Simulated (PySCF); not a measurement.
B(F)(Cl)(OH), SMILES OB(F)Cl, B3LYP/def2-SVP optimised geometry. Atoms within 1.6 Å of the plane z = 1.0 Å (x, y, z in Å): B1 (-0.24, 0.20, 0.00), F2 (1.09, 0.20, 0.00), Cl3 (-1.09, 1.74, 0.00), O4 (-0.94, -0.95, 0.00), H5 (-0.38, -1.74, 0.00).

Method: B3LYP/def2-TZVP run with PySCF.

Map of the log10 of the electron density (e/bohr³), floored at −4 on the plane z = 1.0 Å:

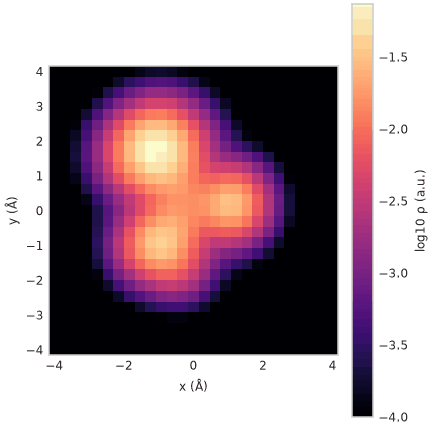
Fig. 1. Log10 of the electron density (e/bohr³), floored at −4 on the plane z = 1.0 Å.
